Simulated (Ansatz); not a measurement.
Input

```
crystal:
  periodic: [false, false, false]
  atoms:
    - {symbol: Au, position_ang: [-0.611117, -1.536639, 0.367011]}
    - {symbol: Au, position_ang: [1.402107, 0.878265, -0.363571]}
    - {symbol: S, position_ang: [-0.790979, 0.658374, -0.003430]}
basis:
  gaussian: {orbitals: def2-TZVP, initial_orbitals: start.molden}
hamiltonian: {xc: pbe0, dispersion: d4}
output: {orbitals: {seedname: orbitals}}
```

Command:

```sh
ansatz run in.yaml --threads 4 --pin off --events-out ev --progress --plain --max-ram 3916MiB
```

Geometry: PBE-D4/def2-TZVP; core potentials replace the inner electrons of Au.

Theory: RKS PBE0-D4/def2-TZVP (Ansatz 0.2.0).

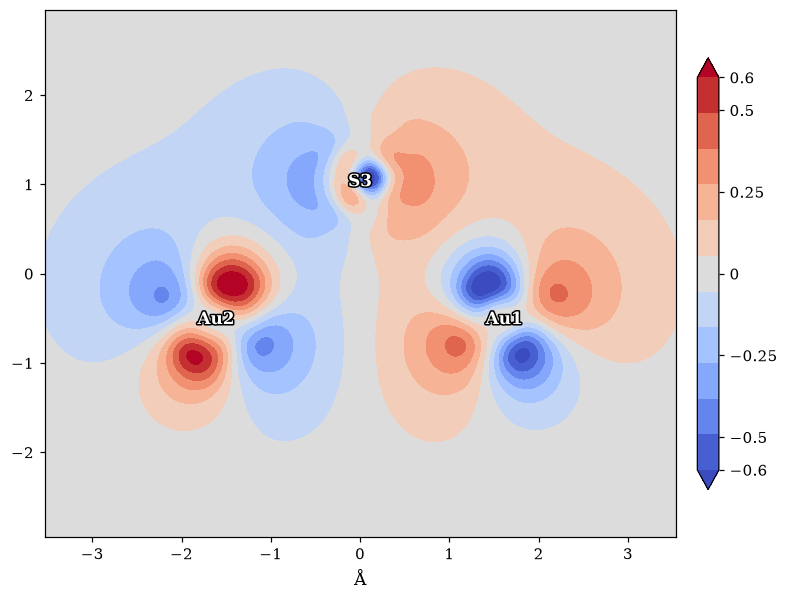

Au2S. The HOMO−1 on the molecular plane (values in Å⁻³ᐟ²; the overall sign is arbitrary).

Where does this orbital lie, and at what energy?

It lies mainly on Au1 (about 40 %), Au2 (about 40 %) and S3 (about 20 %); it is symmetric in the molecular plane (an in-plane orbital: σ, lone-pair or in-plane π type). Its energy is −7.24 eV.
